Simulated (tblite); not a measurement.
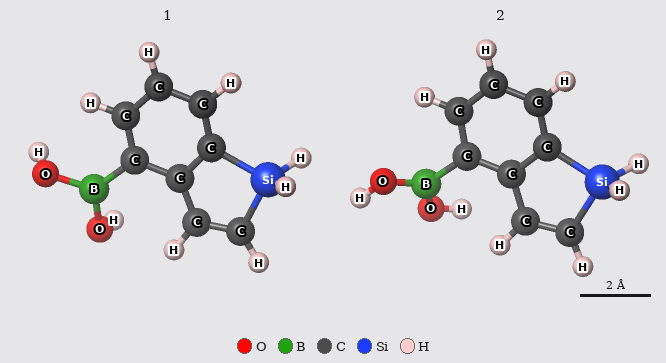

Two geometries of C₈H₉BO₂Si, drawn at one scale. One is the start of a relaxation, the other its converged end. Style: ball-and-stick. Shown at a tilt.

Method: tblite 0.8.0, GFN2-xTB geometry optimisation, gas phase. 

Which of the two is the end point?

Structure 2 is the relaxed one. The largest move after the best rigid fit is that of an H atom, 1.45 Å. By element the largest moves are H 1.45 Å, O 0.77 Å, B 0.27 Å, C 0.15 Å, Si 0.08 Å. Some distances before and after: B–O 1.478 → 1.349 Å, H–O 1.011 → 0.958 Å, C–C 1.411 → 1.459 Å, C–H 1.123 → 1.082 Å. Bond angles that change, for instance: C–C–C 113.5° → 121.3°, C–C–C 126.6° → 119.6°, C–C–H 127.7° → 121.9°. Groups turn about B–O by about 90°, B–O by about 70°, B–C by about 25°. After 122 geometry steps the energy has fallen by 169.9 kJ/mol.
